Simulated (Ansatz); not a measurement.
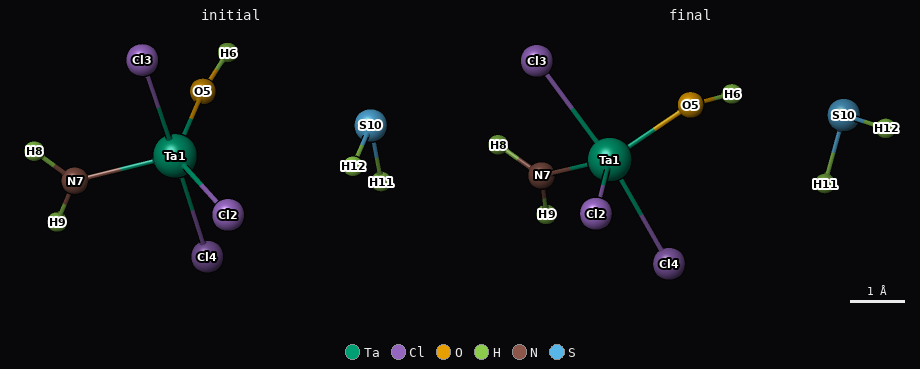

The structure of TaNH5SOCl3 before (left) and after (right) a relaxation, at one scale.

A ball-and-stick model, seen at a tilt.

The run prepares an end point of a later path (reaction) calculation, from a guessed geometry.

Level of theory: RHF/def2-SVP (Ansatz 0.2.0). (no spin polarisation; force threshold 0.03 eV/Å; at most 50 steps)

> Describe what moved and what it gained.

After 37 accepted moves (41 points after the start) the energy has fallen by 27.1 kJ/mol. The largest force component goes from 0.85 to 0.013 eV/Å. The line search rejected the trial steps at points 13, 16, 22, 29 of the run. The atom that moves furthest after the best rigid fit is H12 (2.23 Å). Largest moves by element: H 2.23 Å, Cl 1.95 Å, O 1.88 Å, S 1.62 Å, Ta 0.91 Å, N 0.52 Å. Some distances before and after: Ta1–Cl2 2.445 → 2.341 Å, S10–H12 1.369 → 1.335 Å, Ta1–Cl4 2.370 → 2.400 Å, Ta1–N7 1.938 → 1.961 Å. Among the angles between lasting bonds that change: Cl2–Ta1–O5 137.9° → 117.8°, Cl2–Ta1–N7 111.5° → 122.1°, O5–Ta1–N7 110.6° → 119.9°. The run took 2.1 min on 4 threads of Arm Neoverse V1 (shared host), peak memory 0.52 GiB.

Limits of the set-up: the start holds two separate molecules, 2.6 Å apart at their closest, whose relative position is a soft coordinate and is computed without a dispersion correction; Hartree-Fock leaves out electron correlation.
